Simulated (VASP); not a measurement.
# How SCF solver and PAW data sets change a VASP run on W (Tungsten), part 2 of 2

Aim: find what the SCF solver and PAW data sets change for W (Tungsten), and what they cost. The series runs use PBEsol. The start is a cell from a database of measured crystal structures.

VASP 6.6.1, plane waves and PAW; the level of theory is named at each step.

So far. Step 5 (SCF solver: ALGO = All): Against the first of the series the energy stays within 0.01 meV an atom and the pressure within 0.01 GPa, after 12 cycles in 2.8 s. Step 6 (SCF solver: ALGO = Damped): Against the first of the series the energy stays within 0.01 meV an atom; the pressure moves by +0.01 GPa, after 20 cycles in 3.8 s.

## 7. SCF solver: AMIX = 0.1, BMIX = 0.01

Level of this step: PBEsol; plane waves and PAW (W) (VASP).

INCAR reads:

```
SYSTEM = W
PREC = Accurate
ENCUT = 400
EDIFF = 1E-06
NELM = 100
ISMEAR = -1
SIGMA = 0.05
LREAL = .FALSE.
ALGO = Normal
GGA = PS
NBANDS = 9
LORBIT = 11
LWAVE = .FALSE.
LCHARG = .FALSE.
KPAR = 2
ISIF = 2
AMIX = 0.1
BMIX = 0.01
```

POSCAR reads:

```
W
1.0
   -1.5823450000      1.5823450000      1.5823450000
    1.5823450000     -1.5823450000      1.5823450000
    1.5823450000      1.5823450000     -1.5823450000
W
1
Direct
    0.0000000000      0.0000000000      0.0000000000
```

KPOINTS reads:

```
Automatic mesh
0
Gamma
12 12 12
0 0 0
```

Potentials, in the order of the species: W (PBE family, release 64).

Run with:

```
> mpirun -np 2 vasp_std
```

The log of the run:

```text
[... set-up lines as in an earlier step ...]
 entering main loop
       N       E                     dE             d eps       ncg     rms          rms(c)
[... 5 cycles as in an earlier step ...]
DAV:   6    -0.144251811166E+02    0.19182E+00   -0.33764E-02  1425   0.117E+00    0.184E+01
DAV:   7    -0.138865599615E+02    0.53862E+00   -0.14734E+00  1419   0.770E+00    0.618E-01
DAV:   8    -0.138889577955E+02   -0.23978E-02   -0.11892E-02  1394   0.856E-01    0.709E-01
DAV:   9    -0.138831681283E+02    0.57897E-02   -0.41285E-03  1455   0.458E-01    0.105E+00
DAV:  10    -0.138787320617E+02    0.44361E-02   -0.20198E-03  1457   0.381E-01    0.551E-01
DAV:  11    -0.138786643267E+02    0.67735E-04   -0.13839E-04  1650   0.833E-02    0.592E-01
DAV:  12    -0.138786664327E+02   -0.21060E-05   -0.37569E-06  1335   0.109E-02    0.261E-01
DAV:  13    -0.138786632220E+02    0.32107E-05   -0.72578E-06  1499   0.208E-02    0.135E-01
DAV:  14    -0.138786633691E+02   -0.14710E-06   -0.84007E-08   662   0.237E-03
   1 F= -.13878663E+02 E0= -.13876234E+02  d E =-.485815E-02
```

It took 3.2 s on 2 MPI ranks of Intel Xeon Platinum 8375C at 2.90GHz (Ice Lake), shared host; peak memory 0.22 GiB; 4.9 s of CPU time.

From OUTCAR (step 7):

```text
  Total       -0.6137192     -0.6137192     -0.6137192     -0.0000000      0.0000000      0.0000000
  in kB      -62.0464294    -62.0464294    -62.0464294     -0.0000000      0.0000000      0.0000000
  external PRESSURE =     -62.0464294 kB  Pullay stress =       0.0000000 kB

 POSITION                                       TOTAL-FORCE (eV/Angst)
 -----------------------------------------------------------------------------------
      0.00000      0.00000      0.00000        -0.000000      0.000000     -0.000000
 -----------------------------------------------------------------------------------
    total drift:                                0.000000      0.000000      0.000000

  FREE ENERGIE OF THE ION-ELECTRON SYSTEM (eV)
  ---------------------------------------------------
  free  energy   TOTEN  =       -13.8786633691 eV

  energy  without entropy=      -13.8738052178  energy(sigma->0) =      -13.87623429

[... 2 parts as in an earlier step ...]

[... 1 further part left out ...]
[key lines of the parts left out:]
E-fermi :   7.5680
```

Against the first of the series the energy stays within 0.01 meV an atom; the pressure moves by +0.03 GPa, after 14 cycles in 3.2 s.

## 8. SCF solver: AMIX = 0.8

Changes to INCAR since step 7:

```diff
@@ -16,3 +16,2 @@
 ISIF = 2
-AMIX = 0.1
-BMIX = 0.01
+AMIX = 0.8
```

POSCAR is that of step 7.

KPOINTS is that of step 7.

Run with:

```
> mpirun -np 2 vasp_std
```

The log of the run:

```text
[... set-up lines as in an earlier step ...]
 entering main loop
       N       E                     dE             d eps       ncg     rms          rms(c)
[... 5 cycles as in an earlier step ...]
DAV:   6    -0.138746464490E+02    0.74235E+00   -0.21665E+00  1441   0.961E+00    0.458E+00
DAV:   7    -0.138763036096E+02   -0.16572E-02   -0.52391E-02  1414   0.200E+00    0.327E+00
DAV:   8    -0.138787465992E+02   -0.24430E-02   -0.13780E-03  1351   0.453E-01    0.153E-01
DAV:   9    -0.138786876798E+02    0.58919E-04   -0.48509E-05  1719   0.451E-02    0.216E-02
DAV:  10    -0.138786682825E+02    0.19397E-04   -0.79714E-06  1551   0.270E-02    0.122E-02
DAV:  11    -0.138786646342E+02    0.36483E-05   -0.27488E-07   696   0.549E-03    0.917E-04
DAV:  12    -0.138786647492E+02   -0.11493E-06   -0.10799E-08   672   0.731E-04
   1 F= -.13878665E+02 E0= -.13876237E+02  d E =-.485601E-02
```

Run time: 2.8 s. Hardware: 2 MPI ranks; peak memory 0.22 GiB; 4.1 s of CPU time.

From OUTCAR (step 8):

```text
  Total       -0.6163509     -0.6163509     -0.6163509     -0.0000000     -0.0000000      0.0000000
  in kB      -62.3124873    -62.3124873    -62.3124873     -0.0000000     -0.0000000      0.0000000
  external PRESSURE =     -62.3124873 kB  Pullay stress =       0.0000000 kB

 POSITION                                       TOTAL-FORCE (eV/Angst)
 -----------------------------------------------------------------------------------
      0.00000      0.00000      0.00000         0.000000     -0.000000     -0.000000
 -----------------------------------------------------------------------------------
    total drift:                               -0.000000      0.000000      0.000000

  FREE ENERGIE OF THE ION-ELECTRON SYSTEM (eV)
  ---------------------------------------------------
  free  energy   TOTEN  =       -13.8786647492 eV

  energy  without entropy=      -13.8738087382  energy(sigma->0) =      -13.87623674

[... 2 parts as in an earlier step ...]

[... 1 further part left out ...]
[key lines of the parts left out:]
E-fermi :   7.5686
```

Against the first of the series the energy stays within 0.01 meV an atom and the pressure within 0.01 GPa, after 12 cycles in 2.8 s.

## 9. SCF solver: IMIX = 1, AMIX = 0.2

Changes to INCAR since step 8:

```diff
@@ -16,2 +16,3 @@
 ISIF = 2
-AMIX = 0.8
+IMIX = 1
+AMIX = 0.2
```

POSCAR is that of step 8.

KPOINTS is that of step 8.

Run with:

```
> mpirun -np 2 vasp_std
```

The log of the run:

```text
[... set-up lines as in an earlier step ...]
 entering main loop
       N       E                     dE             d eps       ncg     rms          rms(c)
[... 5 cycles as in an earlier step ...]
DAV:   6    -0.143101033485E+02    0.30690E+00   -0.98509E-02  1405   0.199E+00    0.158E+01
DAV:   7    -0.141321487411E+02    0.17795E+00   -0.61198E-02  1475   0.155E+00    0.119E+01
DAV:   8    -0.140271051754E+02    0.10504E+00   -0.34721E-02  1416   0.116E+00    0.885E+00
DAV:   9    -0.139653128925E+02    0.61792E-01   -0.20437E-02  1476   0.880E-01    0.661E+00
[...]
DAV:  28    -0.138786664851E+02    0.19928E-05   -0.34909E-07   661   0.299E-03    0.348E-02
DAV:  29    -0.138786653980E+02    0.10872E-05   -0.19584E-07   662   0.219E-03    0.272E-02
DAV:  30    -0.138786648286E+02    0.56939E-06   -0.11733E-07   657   0.170E-03
   1 F= -.13878665E+02 E0= -.13876240E+02  d E =-.484996E-02
```

The job ended after 5.4 s (2 MPI ranks; peak memory 0.22 GiB; 9.3 s of CPU time).

OUTCAR, selected parts (step 9):

```text
  Total       -0.6175468     -0.6175468     -0.6175468     -0.0000000      0.0000000      0.0000000
  in kB      -62.4333935    -62.4333935    -62.4333935     -0.0000000      0.0000000      0.0000000
  external PRESSURE =     -62.4333935 kB  Pullay stress =       0.0000000 kB

 POSITION                                       TOTAL-FORCE (eV/Angst)
 -----------------------------------------------------------------------------------
      0.00000      0.00000      0.00000         0.000000     -0.000000      0.000000
 -----------------------------------------------------------------------------------
    total drift:                                0.000000      0.000000      0.000000

  FREE ENERGIE OF THE ION-ELECTRON SYSTEM (eV)
  ---------------------------------------------------
  free  energy   TOTEN  =       -13.8786648286 eV

  energy  without entropy=      -13.8738148651  energy(sigma->0) =      -13.87623985

[... 2 parts as in an earlier step ...]

[... 1 further part left out ...]
[key lines of the parts left out:]
E-fermi :   7.5684
```

Against the first of the series the energy stays within 0.01 meV an atom; the pressure moves by -0.01 GPa, after 30 cycles in 5.4 s.

## 10. The SCF solver series as a table

This step: convergence of PBEsol results with the solver; plane waves and PAW (VASP 6.6.1).

Derived from the runs above.

Differences are taken from the run with ALGO = Normal. Results of the series, by row:

```tsv
setting	status	energy less the reference (meV/atom)	pressure (GPa)	SCF cycles	wall time (s)
ALGO = Normal	converged	0	-6.234	12	2.8
ALGO = Fast	converged	-2.60e-4	-6.235	14	3.2
ALGO = VeryFast	converged	0.00105	-6.21	18	3.6
ALGO = All	converged	-1.20e-4	-6.233	12	2.8
ALGO = Damped	converged	-1.30e-4	-6.225	20	3.8
AMIX = 0.1, BMIX = 0.01	converged	0.00261	-6.205	14	3.2
AMIX = 0.8	converged	1.60e-4	-6.231	12	2.8
IMIX = 1, AMIX = 0.2	converged	-0.00295	-6.243	30	5.4
```

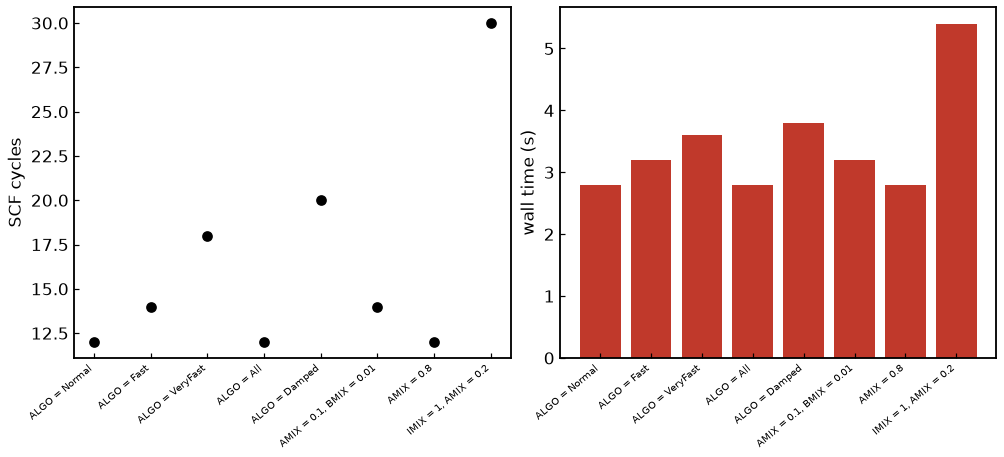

The SCF cycles and the wall time by setting.

## 11. PAW data sets: minimal 64: W

This step: PBEsol; plane waves and PAW (W) (VASP 6.6.1).

Data sets differ in which electrons are valence and how hard the partial waves are.

Changes to INCAR since step 9:

```diff
@@ -16,3 +16 @@
 ISIF = 2
-IMIX = 1
-AMIX = 0.2
```

POSCAR is that of step 9.

KPOINTS is that of step 9.

Run with:

```
> mpirun -np 2 vasp_std
```

The log of the run:

```text
[... set-up lines as in an earlier step ...]
 entering main loop
       N       E                     dE             d eps       ncg     rms          rms(c)
[... 12 cycles as in an earlier step ...]
   1 F= -.13878665E+02 E0= -.13876237E+02  d E =-.485576E-02
```

Run time: 2.8 s. Hardware: 2 MPI ranks; peak memory 0.22 GiB; 4.4 s of CPU time.

From OUTCAR (step 11):

```text
   NELECT =       6.0000    total number of electrons

 E-fermi :   7.5687

[... 20 parts as in an earlier step ...]

[... 2 further parts left out ...]
```

Numbers from this step:

```yaml
scf_cycles: 12
fermi_energy: 7.569 eV
pressure: -6.234 GPa
```

The series starts at -13.8762 eV an atom and -6.23 GPa, after 12 cycles in 2.8 s.

## 12. PAW data sets: recommended 54: W

INCAR is that of step 11.

POSCAR is that of step 11.

KPOINTS is that of step 11.

The projector-augmented-wave data sets are W (PBE family, release 54).

Run with:

```
> mpirun -np 2 vasp_std
```

The log of the run:

```text
[... set-up lines as in an earlier step ...]
 entering main loop
       N       E                     dE             d eps       ncg     rms          rms(c)
[... 12 cycles as in an earlier step ...]
   1 F= -.13878665E+02 E0= -.13876237E+02  d E =-.485576E-02
```

Wall time 2.8 s (2 MPI ranks); peak memory 0.22 GiB.

From OUTCAR (step 12):

```text
[... 6 parts as in an earlier step ...]

[... 1 further part left out ...]
[key lines of the parts left out:]
E-fermi :   7.5687
```

With 6 valence electrons the pressure is -6.23 GPa, +0.00 GPa from the first of the series, after 12 cycles in 2.8 s.

## 13. PAW data sets: materialsproject 64: W sv

This step: PBEsol; plane waves and PAW (W_sv) (VASP 6.6.1).

Changes to INCAR since step 12:

```diff
@@ -10,3 +10,3 @@
 GGA = PS
-NBANDS = 9
+NBANDS = 13
 LORBIT = 11
```

POSCAR is that of step 12.

KPOINTS is that of step 12.

PAW data sets: W_sv (PBE family, release 64).

Run with:

```
> mpirun -np 2 vasp_std
```

The log of the run:

```text
[... set-up lines as in an earlier step ...]
 entering main loop
       N       E                     dE             d eps       ncg     rms          rms(c)
DAV:   1     0.739434426993E+02    0.73943E+02   -0.63783E+03  1872   0.104E+03
DAV:   2    -0.130255373780E+02   -0.86969E+02   -0.83542E+02  2092   0.282E+02
DAV:   3    -0.144989517794E+02   -0.14734E+01   -0.14686E+01  2042   0.365E+01
DAV:   4    -0.145045520335E+02   -0.56003E-02   -0.56002E-02  2067   0.246E+00
[...]
DAV:   9    -0.138046537871E+02    0.10212E-03   -0.10824E-04  2122   0.119E-01    0.374E-02
DAV:  10    -0.138046525552E+02    0.12319E-05   -0.82548E-06  1957   0.386E-02    0.616E-03
DAV:  11    -0.138046528384E+02   -0.28323E-06   -0.16624E-07  1176   0.460E-03
   1 F= -.13804653E+02 E0= -.13802196E+02  d E =-.491287E-02
```

It took 3.4 s on 2 MPI ranks; peak memory 0.23 GiB; 5.5 s of CPU time.

Parts of OUTCAR (step 13):

```text
  Total       -0.2382356     -0.2382356     -0.2382356      0.0000000      0.0000000     -0.0000000
  in kB      -24.0853951    -24.0853951    -24.0853951      0.0000000      0.0000000     -0.0000000
  external PRESSURE =     -24.0853951 kB  Pullay stress =       0.0000000 kB

 POSITION                                       TOTAL-FORCE (eV/Angst)
 -----------------------------------------------------------------------------------
      0.00000      0.00000      0.00000        -0.000000      0.000000     -0.000000
 -----------------------------------------------------------------------------------
    total drift:                                0.000000      0.000000     -0.000000

  FREE ENERGIE OF THE ION-ELECTRON SYSTEM (eV)
  ---------------------------------------------------
  free  energy   TOTEN  =       -13.8046528384 eV

  energy  without entropy=      -13.7997399675  energy(sigma->0) =      -13.80219640

[... 1 part as in an earlier step ...]

[... 2 further parts left out ...]
[key lines of the parts left out:]
E-fermi :  11.1926
```

With 14 valence electrons the pressure is -2.41 GPa, +3.83 GPa from the first of the series, after 11 cycles in 3.4 s.

## 14. PAW data sets: GW 64: W sv GW

This step: PBEsol; plane waves and PAW (W_sv_GW) (VASP 6.6.1).

Changes to INCAR since step 13:

```diff
@@ -2,3 +2,3 @@
 PREC = Accurate
-ENCUT = 400
+ENCUT = 420
 EDIFF = 1E-06
```

POSCAR is that of step 13.

KPOINTS is that of step 13.

Potentials, in the order of the species: W_sv_GW (PBE family, release 64).

Run with:

```
> mpirun -np 2 vasp_std
```

The log of the run:

```text
[... set-up lines as in an earlier step ...]
 entering main loop
       N       E                     dE             d eps       ncg     rms          rms(c)
DAV:   1     0.521534493067E+02    0.52153E+02   -0.80096E+03  1984   0.943E+02
DAV:   2    -0.156118207980E+02   -0.67765E+02   -0.64261E+02  2412   0.245E+02
DAV:   3    -0.169654543401E+02   -0.13536E+01   -0.13509E+01  2097   0.314E+01
DAV:   4    -0.169691488672E+02   -0.36945E-02   -0.36944E-02  2172   0.206E+00
[...]
DAV:  10    -0.158850654459E+02    0.19348E-03   -0.62985E-04  1997   0.236E-01    0.382E-01
DAV:  11    -0.158850475548E+02    0.17891E-04   -0.58350E-05  1962   0.771E-02    0.171E-02
DAV:  12    -0.158850472258E+02    0.32905E-06   -0.66068E-07  1444   0.817E-03
   1 F= -.15885047E+02 E0= -.15882545E+02  d E =-.500434E-02
```

Run time: 3.8 s. Hardware: 2 MPI ranks; peak memory 0.23 GiB.

From OUTCAR (step 14):

```text
  Total       -0.4238083     -0.4238083     -0.4238083     -0.0000000      0.0000000     -0.0000000
  in kB      -42.8466140    -42.8466140    -42.8466140     -0.0000000      0.0000000     -0.0000000
  external PRESSURE =     -42.8466140 kB  Pullay stress =       0.0000000 kB

 POSITION                                       TOTAL-FORCE (eV/Angst)
 -----------------------------------------------------------------------------------
      0.00000      0.00000      0.00000         0.000000     -0.000000      0.000000
 -----------------------------------------------------------------------------------
    total drift:                                0.000000     -0.000000     -0.000000

  FREE ENERGIE OF THE ION-ELECTRON SYSTEM (eV)
  ---------------------------------------------------
  free  energy   TOTEN  =       -15.8850472258 eV

  energy  without entropy=      -15.8800428894  energy(sigma->0) =      -15.88254506

[... 1 part as in an earlier step ...]

[... 2 further parts left out ...]
[key lines of the parts left out:]
E-fermi :  12.3790
```

With 14 valence electrons the pressure is -4.28 GPa, +1.95 GPa from the first of the series, after 12 cycles in 3.8 s.

## 15. The PAW data sets series as a table

This step: convergence of PBEsol results with the datasets; plane waves and PAW (VASP 6.6.1).

Derived from the runs above.

Results of the series, by row:

```tsv
setting	status	pressure (GPa)	SCF cycles	wall time (s)
minimal 64: W, 400 eV	converged	-6.234	12	2.8
recommended 54: W, 400 eV	converged	-6.234	12	2.8
materialsproject 64: W_sv, 400 eV	converged	-2.409	11	3.4
gw 64: W_sv_GW, 420 eV	converged	-4.285	12	3.8
```

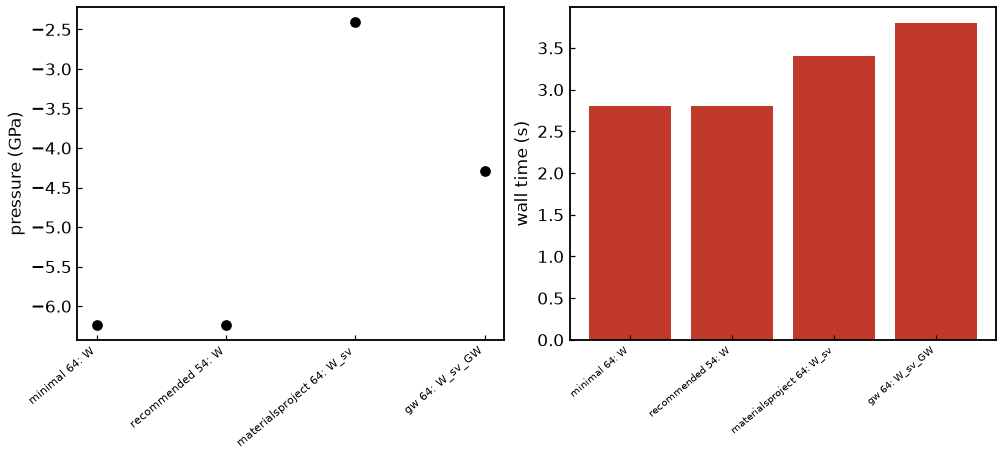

The pressure and the wall time by setting.

## 16. Summary of results

| Property | Result |
| --- | --- |
| fewest SCF cycles | ALGO = Normal; ALGO = All; AMIX = 0.8 (12) |
| most SCF cycles among converged runs | IMIX = 1, AMIX = 0.2 (30) |
| spread of the pressure over the SCF solver | 0.0387 GPa |
| spread of the energy over the SCF solver | 0.00556 meV/atom |
| spread of the pressure over the PAW data sets | 3.83 GPa |

In words: All SCF solvers that converged agree within 0.05 meV an atom. No setting beats the 2.8 s of ALGO = Normal by a fifth or more; the slowest converged run is IMIX = 1, AMIX = 0.2, at 5.4 s. On a shared host such times are rough. The choice of data set moves the pressure between -6.23 GPa (minimal 64: W) and -2.41 GPa (materialsproject 64: W_sv); the cutoffs differ too (400 and 420 eV). Data sets differ in their zero of energy, so energies are not compared. Forces vanish by symmetry in this cell, so the series can't test them.

[Lines on the potential files, build, host, timing and source positions are cut from VASP's logs without a mark.]

[Logs are printed without paths, hosts, clocks, repeated set-up lines and the standing remarks that a program may print on its own settings, such as how far it seeks lower states.]

[Hosts, paths, dates, database ids (printed as entryN), source tags and the programs' standing remarks are cut or masked in the printed files.]

[A measured line is paired with the nearest computed mode of its activity, which favours agreement.]
